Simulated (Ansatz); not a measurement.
**triplet Si2H4F2: levels of theory compared**

Aim: a comparison of 5 runs (UHF/STO-3G, U-r2SCAN0/6-31G*, UB3LYP/6-31G*, UCAM-B3LYP/6-31G*, UMP2/6-31G*) of triplet Si2H4F2. 

Program for the calculation: Ansatz 0.2.0.

56 further runs of the same task are left out: 56 set aside as unsound or not needed.

### Step 1. The molecule

Si2H4F2: 8 atoms, total charge 0, spin state triplet. As SMILES of the parent species, `F[SiH2][SiH2]F`. Geometry: relaxed at PBE0-D4/def2-TZVP. This is one conformer, not always the lowest. That shape belongs to the parent species and isn't relaxed for this state.

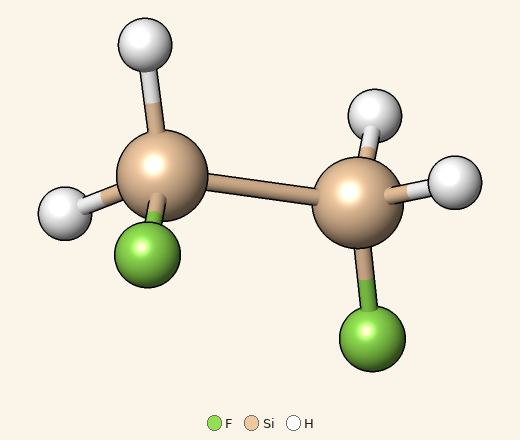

The structure, seen from a chosen angle (fluorine green, silicon light orange, hydrogen white).

### Step 2. The energy at UHF/STO-3G (run 1)

job.yaml reads:

```yaml
crystal:
  periodic: [false, false, false]
  atoms:
    - symbol: F
      position_ang: [-1.934800, 1.205800, -0.274500]
    - symbol: Si
      position_ang: [-0.357800, 1.128100, 0.012400]
    - symbol: Si
      position_ang: [0.358600, -1.109600, 0.044100]
    - symbol: F
      position_ang: [0.281000, -1.742000, -1.428800]
    - symbol: H
      position_ang: [0.340100, 1.914200, -1.037000]
    - symbol: H
      position_ang: [-0.099800, 1.743700, 1.341600]
    - symbol: H
      position_ang: [1.774800, -1.164000, 0.495400]
    - symbol: H
      position_ang: [-0.477100, -1.941900, 0.946800]
basis:
  gaussian:
    orbitals: STO-3G
hamiltonian:
  xc: hf
output: {orbitals: {seedname: orbitals}}
accuracy: high
magnetization:
  spin_polarized: true
  initial_magnetization: 2
```

On the command line:

```console
$ ansatz run job.yaml --threads 1 --pin off --max-ram 3480MiB --events-out events.jsonl --progress --plain --runs-dir runs
```

Log:

```text
Warning: RAYON_NUM_THREADS=1 ignored (pool sized by the plan → 1); use --threads N
Functional definition: HF
  name "HF"
  exchange = exact_x
  correlation = 0
628 factors; integrals over basis functions are off by at most 3.4e-8 eV
mean field evaluation 1: about -20929.2720 eV, gradient 1.8e1 eV
mean field evaluation 2: about -20929.4104 eV, gradient 1.8e1 eV
mean field evaluation 4: about -20933.6328 eV, gradient 2.9e0 eV
mean field evaluation 8: about -20934.0650 eV, gradient 1.1e-1 eV
mean field evaluation 16: about -20934.0602 eV, gradient 1.2e-8 eV
mean field -20934.06018165 eV, -769.3125220601 hartree, gradient 1.2e-8 eV, S^2 2.004651; 0 other end points of the search recorded, 0 dependent functions left out
reference -20934.06018165 eV, -769.3125220601 hartree; 26, 24 occupied and 6, 8 virtual orbitals, 628 factors
Total energy: -20934.06018165 eV, -769.3125220601 hartree
```

Run time: 0.48 s. Hardware: 1 thread of Arm Neoverse V2, shared host.

### Step 3. A single-point energy at U-r2SCAN0/6-31G(d) (spherical functions) (run 2)

input.yaml reads:

```yaml
crystal:
  periodic: [false, false, false]
  atoms:
    - {symbol: F, position_ang: [-1.934800, 1.205800, -0.274500]}
    - {symbol: Si, position_ang: [-0.357800, 1.128100, 0.012400]}
    - {symbol: Si, position_ang: [0.358600, -1.109600, 0.044100]}
    - {symbol: F, position_ang: [0.281000, -1.742000, -1.428800]}
    - {symbol: H, position_ang: [0.340100, 1.914200, -1.037000]}
    - {symbol: H, position_ang: [-0.099800, 1.743700, 1.341600]}
    - {symbol: H, position_ang: [1.774800, -1.164000, 0.495400]}
    - {symbol: H, position_ang: [-0.477100, -1.941900, 0.946800]}
basis:
  gaussian:
    orbitals: 6-31G_st_-spherical.json
magnetization:
  spin_polarized: true
  initial_magnetization: 2
hamiltonian:
  xc: {name: r2SCAN0}
accuracy: high
output: {orbitals: {seedname: orbitals}}
```

The basis set 6-31G* is read from a file made from the Basis Set Exchange's data (not shown).

On the command line:

```console
$ ansatz run input.yaml --threads 1 --pin off --max-ram 3480MiB --events-out events.jsonl --progress --plain --runs-dir runs
```

Log:

```text
Warning: RAYON_NUM_THREADS=1 ignored (pool sized by the plan → 1); use --threads N
Functional definition: r2SCAN0
  name "r2SCAN0"
  parameter a = 0.25
  parameter k0 = 0.174
  parameter k1 = 0.065
  parameter a1 = 4.9479
  exchange = (1 - a)*r2scan_x(k0 = k0, k1 = k1, a1 = a1) + a*exact_x
  correlation = r2scan_c
1575 factors; integrals over basis functions are off by at most 4.2e-9 eV
mean field evaluation 1: about -21242.8979 eV, gradient 2.6e1 eV
mean field evaluation 2: about -21239.0208 eV, gradient 4.3e1 eV
mean field evaluation 4: about -21244.9994 eV, gradient 4.3e-1 eV
mean field evaluation 8: about -21245.2688 eV, gradient 9.5e-2 eV
mean field evaluation 16: about -21245.2691 eV, gradient 1.1e-3 eV
mean field evaluation 32: about -21245.2691 eV, gradient 3.5e-7 eV
mean field -21245.26905745 eV, -780.7492373008 hartree, gradient 5.2e-8 eV, S^2 2.003761; 2 other end points of the search recorded, 0 dependent functions left out
reference -21245.26905985 eV, -780.7492373889 hartree; 26, 24 occupied and 46, 48 virtual orbitals, 1575 factors
Total energy: -21245.26905985 eV, -780.7492373889 hartree
```

Run time: 52 s. Hardware: 1 thread of Arm Neoverse V2, shared host; peak memory 0.49 GiB.

Run 3 isn't shown in full; the table further down has it.

### Step 4. A single-point energy at UCAM-B3LYP/6-31G(d) (spherical functions) (run 4)

job.yaml, as its differences from that of step 2:

```diff
@@ -20,10 +20,6 @@
 basis:
-  gaussian:
-    orbitals: STO-3G
-hamiltonian:
-  xc: hf
+  gaussian: {orbitals: 6-31G_st_-spherical.json}
+magnetization: {spin_polarized: true, initial_magnetization: 2}
+hamiltonian: {xc: {name: CAM-B3LYP}}
+accuracy: high
 output: {orbitals: {seedname: orbitals}}
-accuracy: high
-magnetization:
-  spin_polarized: true
-  initial_magnetization: 2
```

The basis set 6-31G* is read from a file made from the Basis Set Exchange's data (not shown).

On the command line:

```console
$ ansatz run job.yaml --threads 1 --pin off --max-ram 3480MiB --events-out events.jsonl --progress --plain --runs-dir runs
```

Log, cut to the lines that bear on the results:

```text
Warning: RAYON_NUM_THREADS=1 ignored (pool sized by the plan → 1); use --threads N
Functional definition: CAM-B3LYP
  name "CAM-B3LYP"
[...]
1575 factors; integrals over basis functions are off by at most 4.2e-9 eV
422 factors; integrals over basis functions are off by at most 2.3e-9 eV
[...]
mean field -21248.64634516 eV, -780.8733503349 hartree, gradient 5.7e-8 eV, S^2 2.002826; 2 other end points of the search recorded, 0 dependent functions left out
reference -21248.64636653 eV, -780.8733511200 hartree; 26, 24 occupied and 46, 48 virtual orbitals, 1575 factors
Total energy: -21248.64636653 eV, -780.8733511200 hartree
```

Run time: 20 s. Hardware: 1 thread of Arm Neoverse V2, shared host; peak memory 0.39 GiB.

### Step 5. A single-point energy at UMP2/6-31G(d) (spherical functions) (run 5)

run.yaml reads:

```yaml
basis:
  gaussian:
    orbitals: 6-31G_st_-spherical.json
crystal:
  periodic: [false, false, false]
  atoms:
    - {symbol: F, position_ang: [-1.934800, 1.205800, -0.274500]}
    - {symbol: Si, position_ang: [-0.357800, 1.128100, 0.012400]}
    - {symbol: Si, position_ang: [0.358600, -1.109600, 0.044100]}
    - {symbol: F, position_ang: [0.281000, -1.742000, -1.428800]}
    - {symbol: H, position_ang: [0.340100, 1.914200, -1.037000]}
    - {symbol: H, position_ang: [-0.099800, 1.743700, 1.341600]}
    - {symbol: H, position_ang: [1.774800, -1.164000, 0.495400]}
    - {symbol: H, position_ang: [-0.477100, -1.941900, 0.946800]}
accuracy: high
correlation:
  method: mp2
  frozen_orbitals: {F: 1, H: 0, Si: 5}
magnetization:
  spin_polarized: true
  initial_magnetization: 2
```

The basis set 6-31G* is read from a file made from the Basis Set Exchange's data (not shown).

On the command line:

```console
$ ansatz run run.yaml --threads 1 --pin off --max-ram 3480MiB --events-out events.jsonl --progress --plain --runs-dir runs
```

Log, cut to the lines that bear on the results:

```text
Warning: RAYON_NUM_THREADS=1 ignored (pool sized by the plan → 1); use --threads N
[... 2 set-up lines as earlier in the session ...]
[...]
1575 factors; integrals over basis functions are off by at most 4.2e-9 eV
[...]
mean field -21195.19994656 eV, -778.9092314136 hartree, gradient 8.6e-8 eV, S^2 2.005673; 4 other end points of the search recorded, 0 dependent functions left out
12 core orbitals not correlated: weight in the atoms' cores, before any rotation towards them, 1.000 or more for the frozen orbitals, at most 0.000 for the correlated occupied ones
reference -21195.19994656 eV, -778.9092314136 hartree; 14, 12 occupied and 46, 48 virtual orbitals, 1575 factors
second order -13.65025549 eV of doubles, -0.00000000 eV of singles
Total energy: -21208.85020205 eV, -779.4108690504 hartree
```

It took 5.1 s on 1 thread of Arm Neoverse V2, shared host; peak memory 0.23 GiB.

### Step 6. All runs side by side

```tsv
run	level	frozen core orbitals	energy (Eh)	HOMO energy (eV)	⟨S²⟩	wall time
1	UHF/STO-3G	–	-769.312522	0.29	2.005	0.48 s
2	U-r2SCAN0/6-31G* (spherical functions)	–	-780.749237	-3.17	2.004	52 s
3	UB3LYP/6-31G* (spherical functions)	–	-780.960322	-2.76	2.002	20 s
4	UCAM-B3LYP/6-31G* (spherical functions)	–	-780.873351	-3.90	2.003	20 s
5	UMP2/6-31G* (spherical functions)	12	-779.410869	–	2.006	5.1 s
```

### Step 7. Outcome

```
                                           quantity          value
                                run 5: total energy  -779.41087 Eh
run 5: correlation energy (12 core orbitals frozen)     -501.6 mEh
           run 5: ⟨S²⟩ of the reference determinant          2.006
```

Totals of different functionals can't be ranked against each other. In run 1 the basis is minimal, so the values are rough. All runs together took 97 s, the longest 52 s.
